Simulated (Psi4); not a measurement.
**Geometry relaxation, with input and output: NaF (part 2 of 3)**

The same run, continued: NaF, SMILES [F][Na]; M06-2X/6-31G*, RKS (Psi4 1.11). The geometry comes from this level: PBE0-D4/def2-TZVP.

Geometry of the input (Å):
```
F  -0.8041  0.2401  -0.4224
Na 0.8336  -0.3003  0.4265
```

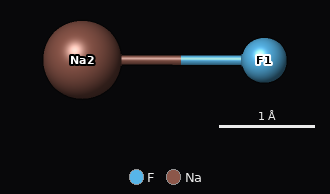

**Figure 1.** The starting structure (ball-and-stick view, seen on its broad side; atoms are numbered from 1 in the order of the input). Sticks mark near contacts.

### Log, continued
```
       Center              X                  Y                   Z               Mass
    ------------   -----------------  -----------------  -----------------  -----------------
         F            0.000000000000    -0.000000000000    -1.036193560295    18.998403162730
         NA           0.000000000000     0.000000000000     0.856294935875    22.989769282000

  Running in c2v symmetry.

  Rotational constants: A = ************  B =      0.45249  C =      0.45249 [cm^-1]
  Rotational constants: A = ************  B =  13565.19255  C =  13565.19255 [MHz]
  Nuclear repulsion =   27.682357891408895

  Charge       = 0
  Multiplicity = 1
  Electrons    = 20
  Nalpha       = 10
  Nbeta        = 10

  ==> Algorithm <==

  SCF Algorithm Type is DF.
  DIIS enabled.
  MOM disabled.
  Fractional occupation disabled.
  Guess Type is READ.
  Energy threshold   = 1.00e-08
  Density threshold  = 1.00e-08
  Integral threshold = 1.00e-12

   => Molecular Quadrature <=

    Radial Scheme          =       TREUTLER
    Pruning Scheme         =           NONE
    Nuclear Scheme         =       TREUTLER

    Blocking Scheme        =         OCTREE
    BS radius alpha        =              1
    Pruning alpha          =              1
    Radial Points          =             75
    Spherical Points       =            302
    Total Points           =          43455
    Total Blocks           =            415
    Max Points             =            256
    Max Functions          =             34
    Weights Tolerance      =       1.00E-15

   => Loading Basis Set <=

    Name: 6-31G*
    Role: ORBITAL
    Keyword: BASIS

  Reading orbitals from file s0/fna.system.297722.180.npy, no projection.

   => Auxiliary Basis Set <=

  Basis Set: (6-31G* AUX)
    Blend: CC-PVDZ-JKFIT + DEF2-UNIVERSAL-JKFIT
    Number of shells: 58
    Number of basis functions: 218
    Number of Cartesian functions: 218
    Spherical Harmonics?: false
    Max angular momentum: 4

  Cached 100.0% of DFT collocation blocks in 0.096 [GiB].

  Minimum eigenvalue in the overlap matrix is 8.3959370705E-03.
  Reciprocal condition number of the overlap matrix is 1.8994725343E-03.
    Using symmetric orthogonalization.

  ==> Pre-Iterations <==

  SCF Guess: Orbitals guess was supplied from a previous computation.

   -------------------------------------------------------
    Irrep   Nso     Nmo     Nalpha   Nbeta   Ndocc  Nsocc
   -------------------------------------------------------
     A1        18      18       6       6       6       0
     A2         2       2       0       0       0       0
     B1         7       7       2       2       2       0
     B2         7       7       2       2       2       0
   -------------------------------------------------------
    Total      34      34      10      10      10       0
   -------------------------------------------------------

  ==> Iterations <==

                           Total Energy        Delta E     RMS |[F,P]|

   @DF-RKS iter   0:  -262.08091621957487   -2.62081e+02   1.36926e-03
   @DF-RKS iter   1:  -262.07895059216213    1.96563e-03   7.23907e-05 DIIS
   @DF-RKS iter   2:  -262.07895359301119   -3.00085e-06   5.37542e-05 DIIS
   @DF-RKS iter   3:  -262.07895408476531   -4.91754e-07   2.20928e-05 DIIS
   @DF-RKS iter   4:  -262.07895425332896   -1.68564e-07   3.49508e-06 DIIS
   @DF-RKS iter   5:  -262.07895426614033   -1.28114e-08   7.56807e-07 DIIS
   @DF-RKS iter   6:  -262.07895426641153   -2.71200e-10   5.43993e-08 DIIS
   @DF-RKS iter   7:  -262.07895426641483   -3.29692e-12   7.00436e-09 DIIS
  Energy and wave function converged.

  ==> Post-Iterations <==

   Electrons on quadrature grid:
      Ntotal   =   19.9999446701 ; deviation = -5.533e-05

    Final Occupation by Irrep:
             A1    A2    B1    B2
    DOCC [     6,    0,    2,    2 ]
    NA   [     6,    0,    2,    2 ]
    NB   [     6,    0,    2,    2 ]

  @DF-RKS Final Energy:  -262.07895426641483

   => Energetics <=

    Nuclear Repulsion Energy =             27.6823578914088948
    One-Electron Energy =                -424.9489378001128443
    Two-Electron Energy =                 147.1001514461781312
    DFT Exchange-Correlation Energy =     -11.9125258038890092
    Empirical Dispersion Energy =           0.0000000000000000
    VV10 Nonlocal Energy =                  0.0000000000000000
    Total Energy =                       -262.0789542664148257

Computation Completed

Properties will be evaluated at   0.000000,   0.000000,   0.000000 [a0]

Properties computed using the SCF density matrix

 Multipole Moments:

 ------------------------------------------------------------------------------------
     Multipole            Electronic (a.u.)      Nuclear  (a.u.)        Total (a.u.)
 ------------------------------------------------------------------------------------

 L = 1.  Multiply by 2.5417464519 to convert [e a0] to [Debye]
 Dipole X            :          0.0000000            0.0000000            0.0000000
 Dipole Y            :          0.0000000            0.0000000            0.0000000
 Dipole Z            :          2.7338839            0.1766936            2.9105776
 Magnitude           :                                                    2.9105776

 ------------------------------------------------------------------------------------

	total time  =          1 seconds =       0.02 minutes

         ------------------------------------------------------------
                                   SCF GRAD
         ------------------------------------------------------------

  ==> Geometry <==

    Molecular point group: c2v
    Full point group: C_inf_v

    Geometry (in Angstrom), charge = 0, multiplicity = 1:

       Center              X                  Y                   Z               Mass
    ------------   -----------------  -----------------  -----------------  -----------------
         F           -0.000000000000     0.000000000000    -1.036193560295    18.998403162730
         NA           0.000000000000     0.000000000000     0.856294935875    22.989769282000

  Nuclear repulsion =   27.682357891408895

   => Molecular Quadrature <=

    Radial Scheme          =       TREUTLER
    Pruning Scheme         =           NONE
    Nuclear Scheme         =       TREUTLER

    Blocking Scheme        =         OCTREE
    BS radius alpha        =              1
    Pruning alpha          =              1
    Radial Points          =             75
    Spherical Points       =            302
    Total Points           =          43455
    Total Blocks           =            415
    Max Points             =            256
    Max Functions          =             34
    Weights Tolerance      =       1.00E-15

  -Total Gradient:
     Atom            X                  Y                   Z
    ------   -----------------  -----------------  -----------------
       1        0.000000000000     0.000000000000    -0.003018558810
       2        0.000000000000     0.000000000000     0.004107257252

	total time  =          0 seconds =       0.00 minutes

    			-----------------------------------------

    			 OPTKING 3.0: for geometry optimizations

    			        with contributions from

    			-----------------------------------------

	                            ===> Fragment 1 <==

	 Z (Atomic Numbers)          Masses                          Geom
	       9.000000            18.998403         -0.00000000  0.00000000 -1.95812204
	      11.000000            22.989769          0.00000000  0.00000000  1.61816291

	 - Coordinate -           - BOHR/RAD -       - ANG/DEG -
	 R(1,2)           =         3.576285           1.892488

	        --- Internal Coordinate Step in ANG or DEG, aJ/ANG or AJ/DEG ---
	-------------------------------------------------------------------------------
	           Coordinate      Previous         Force          Change          New
	           ----------      --------        ------          ------        ------
	               R(1,2)       1.89249       -0.02935       -0.01550       1.87699
	-------------------------------------------------------------------------------

	                                 ==> Convergence Check <==

	Measures of convergence in internal coordinates in au.

	Criteria marked as inactive (o), active & met (*), and active & unmet ( ).

	----------------------------------------------------------------------------------------------
	   Step    Total Energy     Delta E     Max Force     RMS Force      Max Disp      RMS Disp
	----------------------------------------------------------------------------------------------
	  Convergence Criteria     1.00e-06 *    3.00e-04 *             o    1.20e-03 *             o
	----------------------------------------------------------------------------------------------
	     2    -262.07895427   -3.60e-04      3.56e-03      3.56e-03 o    2.93e-02      2.93e-02 o  ~
	----------------------------------------------------------------------------------------------

Next Geometry in Ang
	Fragment 1 (Ang)

	    F  -0.0000000000   0.0000000000  -1.0284441455
	   Na   0.0000000000   0.0000000000   0.8485455211

    Structure for next step:
    Molecular point group: c2v
    Full point group: C_inf_v

    Geometry (in Angstrom), charge = 0, multiplicity = 1:

    F            0.000000000000     0.000000000000    -1.027707491582
    NA           0.000000000000    -0.000000000000     0.849282174994

gradient() will perform analytic gradient computation.

  ==> Geometry <==

    Molecular point group: c2v
    Full point group: C_inf_v

    Geometry (in Angstrom), charge = 0, multiplicity = 1:

       Center              X                  Y                   Z               Mass
    ------------   -----------------  -----------------  -----------------  -----------------
         F            0.000000000000     0.000000000000    -1.027707491582    18.998403162730
         NA          -0.000000000000     0.000000000000     0.849282174994    22.989769282000

  Running in c2v symmetry.

  Rotational constants: A = ************  B =      0.45999  C =      0.45999 [cm^-1]
  Rotational constants: A = ************  B =  13790.14065  C =  13790.14065 [MHz]
  Nuclear repulsion =   27.910938876881303

  Charge       = 0
  Multiplicity = 1
  Electrons    = 20
  Nalpha       = 10
  Nbeta        = 10

   => Molecular Quadrature <=

    Radial Scheme          =       TREUTLER
    Pruning Scheme         =           NONE
    Nuclear Scheme         =       TREUTLER

    Blocking Scheme        =         OCTREE
    BS radius alpha        =              1
    Pruning alpha          =              1
    Radial Points          =             75
    Spherical Points       =            302
    Total Points           =          43451
    Total Blocks           =            415
    Max Points             =            254
    Max Functions          =             34
    Weights Tolerance      =       1.00E-15

   => Auxiliary Basis Set <=

  Basis Set: (6-31G* AUX)
    Blend: CC-PVDZ-JKFIT + DEF2-UNIVERSAL-JKFIT
    Number of shells: 58
    Number of basis functions: 218
    Number of Cartesian functions: 218
    Spherical Harmonics?: false
    Max angular momentum: 4

  Cached 100.0% of DFT collocation blocks in 0.096 [GiB].

  Minimum eigenvalue in the overlap matrix is 8.3263301881E-03.
  Reciprocal condition number of the overlap matrix is 1.8788323796E-03.
    Using symmetric orthogonalization.

  ==> Iterations <==

                           Total Energy        Delta E     RMS |[F,P]|

   @DF-RKS iter   0:  -262.07990309045067   -2.62080e+02   7.60188e-04
   @DF-RKS iter   1:  -262.07898849041305    9.14600e-04   3.61116e-05 DIIS
   @DF-RKS iter   2:  -262.07898934533358   -8.54921e-07   1.90900e-05 DIIS
   @DF-RKS iter   3:  -262.07898942983354   -8.45000e-08   1.43334e-05 DIIS
   @DF-RKS iter   4:  -262.07898947366880   -4.38353e-08   1.67098e-06 DIIS
   @DF-RKS iter   5:  -262.07898947658549   -2.91669e-09   3.09516e-07 DIIS
   @DF-RKS iter   6:  -262.07898947663563   -5.01359e-11   2.88317e-08 DIIS
   @DF-RKS iter   7:  -262.07898947663654   -9.09495e-13   3.85307e-09 DIIS
  Energy and wave function converged.

  ==> Post-Iterations <==

   Electrons on quadrature grid:
      Ntotal   =   19.9999432813 ; deviation = -5.672e-05

    Final Occupation by Irrep:
             A1    A2    B1    B2
    DOCC [     6,    0,    2,    2 ]
    NA   [     6,    0,    2,    2 ]
    NB   [     6,    0,    2,    2 ]

  @DF-RKS Final Energy:  -262.07898947663654

   => Energetics <=

    Nuclear Repulsion Energy =             27.9109388768813034
    One-Electron Energy =                -425.4151681540394065
    Two-Electron Energy =                 147.3390829913844300
    DFT Exchange-Correlation Energy =     -11.9138431908628721
    Empirical Dispersion Energy =           0.0000000000000000
    VV10 Nonlocal Energy =                  0.0000000000000000
    Total Energy =                       -262.0789894766365364

Computation Completed

Properties will be evaluated at   0.000000,   0.000000,   0.000000 [a0]

Properties computed using the SCF density matrix

 Multipole Moments:

 ------------------------------------------------------------------------------------
     Multipole            Electronic (a.u.)      Nuclear  (a.u.)        Total (a.u.)
 ------------------------------------------------------------------------------------

 L = 1.  Multiply by 2.5417464519 to convert [e a0] to [Debye]
 Dipole X            :          0.0000000            0.0000000            0.0000000
 Dipole Y            :          0.0000000            0.0000000            0.0000000
 Dipole Z            :          2.7130148            0.1752466            2.8882614
 Magnitude           :                                                    2.8882614
```
